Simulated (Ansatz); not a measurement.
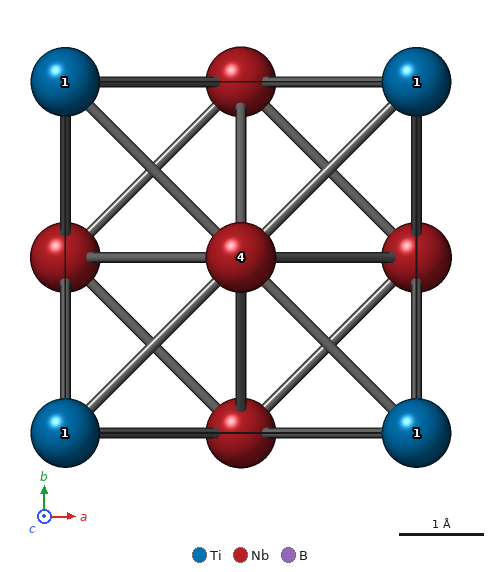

A crystal of TiNb$_{3}$B (a generated structure, set up in Pm-3m) (coarse preliminary run), before the relaxation. A ball-and-stick model of the cell of the calculation, seen along the c axis.

Computed with DFT PBE, scalar-relativistic, plane waves, PAW in Ansatz.

Input
```yaml
crystal:
  lattice:
    - [4.18978187, 0.0, 0.0]
    - [0.0, 4.18978187, 0.0]
    - [0.0, 0.0, 4.18978187]
  atoms:
    - { symbol: Ti, position: [0.0, 0.0, 0.0] }
    - { symbol: Nb, position: [0.0, 0.5, 0.5] }
    - { symbol: Nb, position: [0.5, 0.0, 0.5] }
    - { symbol: Nb, position: [0.5, 0.5, 0.0] }
    - { symbol: B, position: [0.5, 0.5, 0.5] }
basis:
  ecutwfc: 420
kpoints:
  mp_grid: { grid: [4, 4, 4] }
hamiltonian:
  xc: pbe
scf:
  occupations: { method: gaussian, width: 0.1 }
  lower_state_search: "off"
output:
  forces: true
  stress: true
  eigenvalues: true
relax:
  adjacent_minimum: "off"
  f_tol: 0.04
  max_steps: 70
  cell: { stress_tol: 0.4 }
```

Run as
```bash
ansatz run input.yaml --threads 1 --pin off --max-ram 2560MiB --backend cpu --events-out ev --progress --plain --runs-dir out
```

> What does the optimiser find from here?

No atom moves by more than 0.005 Å relative to the cell. The drawn cell changes as follows: a = b = c 4.190 → 4.394 Å (+4.9 %); the volume changes by +15.3 %. Near-neighbour distances that change, for instance: Ti1–Nb2 2.963 → 3.107 Å, Nb2–Nb3 2.963 → 3.107 Å, Nb2–B5 2.095 → 2.197 Å. The space group stays Pm-3m (No. 221). After 1 accepted move (2 points after the start) the energy has fallen by 0.979 eV per cell of the calculation. All forces vanish by symmetry, so only the cell relaxes. Pressure: 30.49 GPa at the start and 0.30 GPa at the end. The SCF was repeated once at an unchanged geometry on a basis and grid sized afresh for the cell, which shifted the energy by 5.9 meV per cell of the calculation at most. Cost: 3.9 s on 1 thread of AMD EPYC 7R43 64-Core Processor (Zen 3) (shared host), peak memory 0.42 GiB.

History of the run:

```json
{"step": "0", "E − E(0), meV/atom": "0.00", "pressure, GPa": "30.49", "volume, Å³/atom": "14.710", "note": ""}
{"step": "1", "E − E(0), meV/atom": "-194.55", "pressure, GPa": "0.25", "volume, Å³/atom": "16.968", "note": ""}
{"step": "2", "E − E(0), meV/atom": "-195.72", "pressure, GPa": "0.30", "volume, Å³/atom": "16.968", "note": "same geometry, new basis"}
```

The structure at the end:

```
CELL_PARAMETERS angstrom
4.39403 0.00000 0.00000
0.00000 4.39403 0.00000
0.00000 0.00000 4.39403
ATOMIC_POSITIONS crystal
Ti 0.00000 0.00000 0.00000
Nb 0.00000 0.50000 0.50000
Nb 0.50000 0.00000 0.50000
Nb 0.50000 0.50000 0.00000
B 0.50000 0.50000 0.50000
```

The end point in the same view:

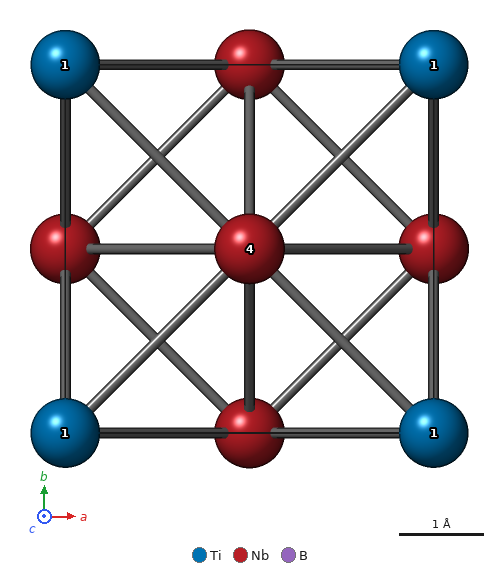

Limits of the set-up: the k-point mesh is coarse for a cell with partly filled bands.
